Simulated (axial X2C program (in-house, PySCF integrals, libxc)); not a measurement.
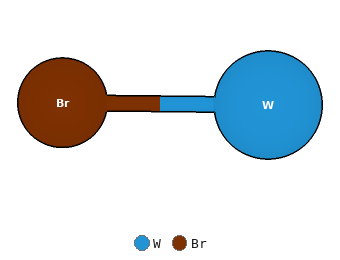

Fig. 1: The molecule at the reference distance of 2.413 Å.

## Run report: WBr, relativistic diatomic calculation

System: WBr, single determinant with Ω = 5/2.
Method: B97-3, two-component X2C with atomic mean-field Coulomb and Gaunt terms, W dyall-cv3z, Br dyall-cv3z (cores contracted) (axial X2C program (in-house, PySCF integrals, libxc)).

### Outcome

- outcome: not converged in a step after the SCF shown
- hardware: 1 thread of Arm Neoverse V1, 24 GiB of memory available, shared host
- wall time: 17 s
- peak memory: 0.98 GiB

### Diagnosis

The SCF whose log is shown converged, but a later step did not. The run therefore gave no full result.

### Input file
```
{"zs": [74, 35], "q": 0, "bas": ["dyall-cv3z", "dyall-cv3z"], "levels": ["PBE0", "HF", "B97-3"], "cc": true, "r0": 2.51, "thr": -1.0, "nmax": 90, "npts": 10, "nst": 2, "ntry": 6}
```

The line is the task of a batch: nuclear charges, charge, bases, the levels to run, a first guess of the distance and further settings. This report covers B97-3 with spin-orbit coupling. The log is that of the reference distance 2.413 Å.

The run was one of a batch that the task file lists, launched with:
```bash
python <driver script> task.json out
```

### Log
```
two-component X2C + atomic mean field  B97-3
basis functions 287  fitting functions 1468  grid points 5802
iter        total energy     max residual
   1     -18747.259086947     1.15e-01
   2     -18747.261883380     5.67e-03
   3     -18747.262432881     4.91e-02
   4     -18747.263638111     2.83e-02
   5     -18747.264482946     1.28e-02
   6     -18747.264783639     1.14e-02
   7     -18747.264933922     1.11e-03
   8     -18747.264955353     8.65e-04
   9     -18747.264966646     8.91e-04
  10     -18747.264968268     2.59e-04
  11     -18747.264969105     8.22e-05
  12     -18747.264969201     3.52e-05
  13     -18747.264969235     2.12e-05
  14     -18747.264969238     7.95e-06
converged
one-electron -26892.58948567  Coulomb 8013.37733369  exact exchange -111.63505907  xc functional -309.41154745  nuclear repulsion 567.99377384  atomic mean-field constant -14.99998457
```

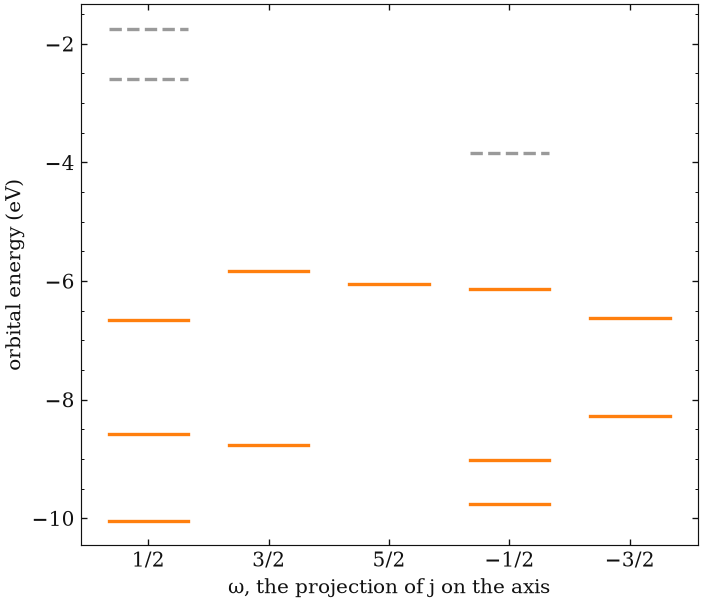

Fig. 2: Orbital energies near the frontier at 2.41 Å, filled (solid) and empty (dashed). The highest filled spinor (3/2; 72 % W d, 18 % Br p) lies at −5.83 eV, the lowest empty one (−1/2; 66 % W s, 19 % W p) at −3.84 eV.
